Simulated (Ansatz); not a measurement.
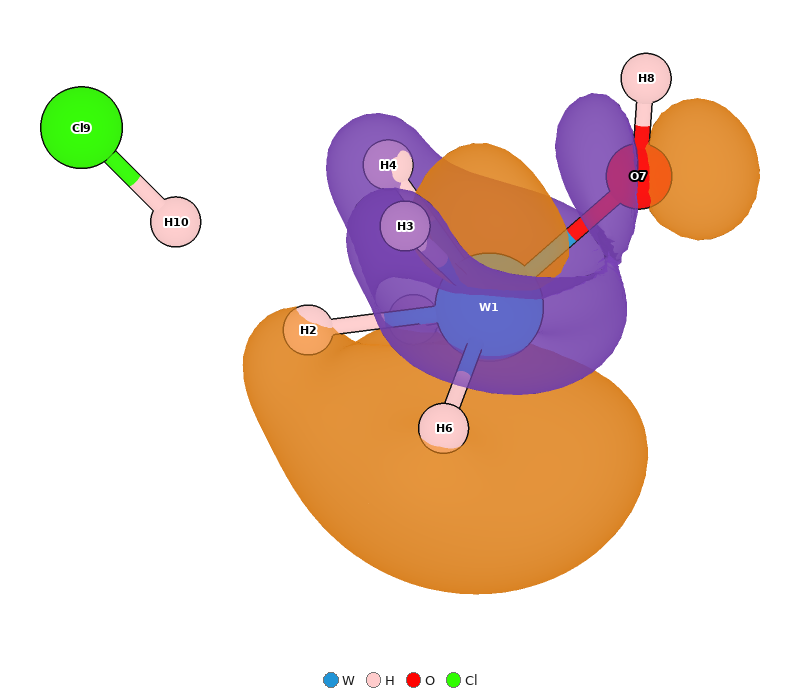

The picture shows: H6OW···HCl. The LUMO at ±0.08 Å⁻³ᐟ² (orange and purple are the two phases), seen at a tilt.

Core potentials replace the inner electrons of W.

These are results of Ansatz, RKS PBE/def2-SVP, not measurements.

```yaml
atoms:
  - { symbol: W, position_ang: [-0.4164, -0.3936, -0.3516] }
  - { symbol: H, position_ang: [0.0316, 0.0377, 1.2391] }
  - { symbol: H, position_ang: [1.1673, 0.0389, -0.1066] }
  - { symbol: H, position_ang: [-0.0293, 1.1980, -0.0836] }
  - { symbol: H, position_ang: [-1.6951, 0.4048, 0.4711] }
  - { symbol: H, position_ang: [0.4404, -1.6614, 0.4286] }
  - { symbol: O, position_ang: [-0.1022, -0.0315, -2.1734] }
  - { symbol: H, position_ang: [0.4738, 0.5744, -2.6736] }
  - { symbol: Cl, position_ang: [2.0121, 2.0572, 2.1871] }
  - { symbol: H, position_ang: [1.1268, 1.1526, 1.8397] }
```

> What is the character of this orbital?

It lies mainly on W1 (about 75 %) and O7 (about 5 %). Its energy is −3.74 eV.
